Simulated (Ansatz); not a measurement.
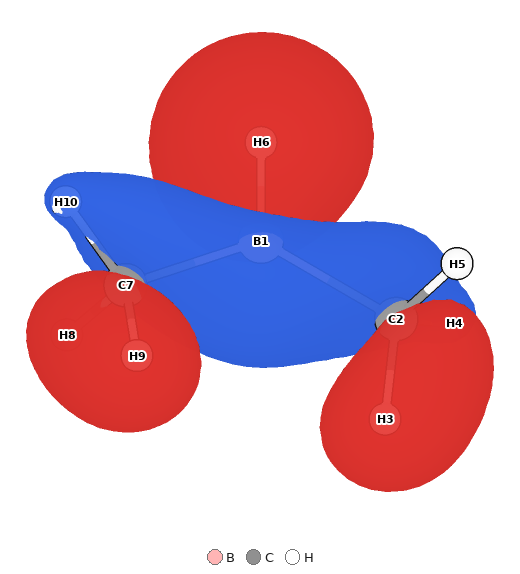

Figure. C2H7B. The HOMO at ±0.1 Å⁻³ᐟ² (red and blue are the two phases), seen at a tilt.

All numbers below come from RHF/6-31G* (Ansatz).

| atom | x (Å) | y (Å) | z (Å) |
| --- | --- | --- | --- |
| B | 0.3479 | -0.1017 | -0.0575 |
| C | 0.6916 | 0.0483 | 1.4774 |
| H | -0.1674 | -0.0224 | 2.1383 |
| H | 1.4514 | -0.6549 | 1.8084 |
| H | 1.1250 | 1.0417 | 1.6199 |
| H | 1.2461 | -0.3173 | -0.8195 |
| C | -1.1164 | 0.0132 | -0.6398 |
| H | -1.4752 | -1.0055 | -0.8149 |
| H | -1.8281 | 0.4889 | 0.0290 |
| H | -1.1511 | 0.5096 | -1.6066 |

What is the character of this orbital?

By Hirshfeld shares it lies mainly on B1 (about 30 %), H6 (about 25 %), C7 (about 15 %) and C2 (about 15 %). Its energy is −12.11 eV.
